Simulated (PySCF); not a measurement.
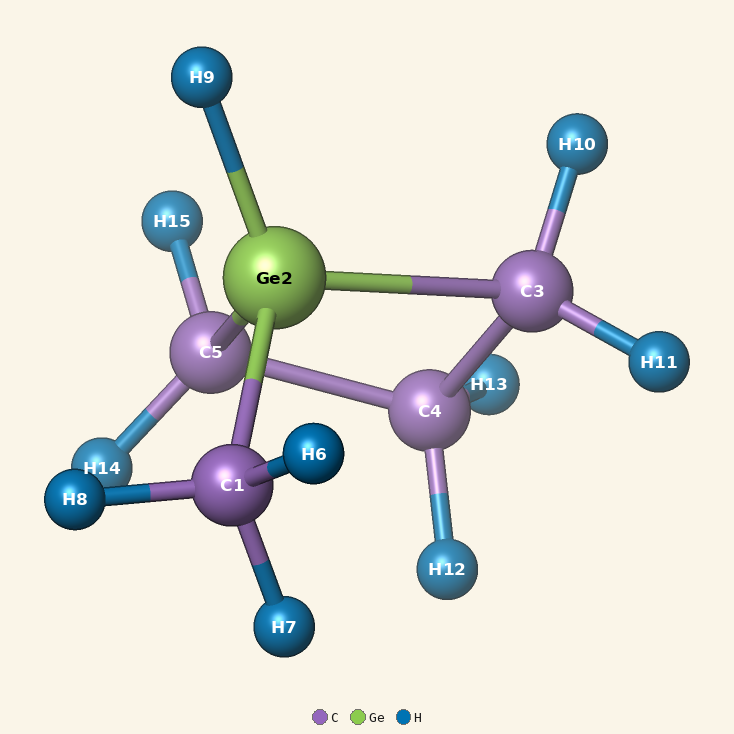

Atoms fade into the background with distance from the viewer. The computed structure is the end point of a PBE0-D3(BJ)/def2-SVP optimisation. No frequency run is at hand to confirm it as a minimum.

Question: What is the conformation of the ring Ge2–C3–C4–C5?

Answer: It is puckered (butterfly). The Cremer–Pople amplitude Q is 0.29 Å.

Question: Give the torsion angles round the ring, beginning with the bond from its second to its third atom.

Answer: 22°, −22°, 17°, −17°.
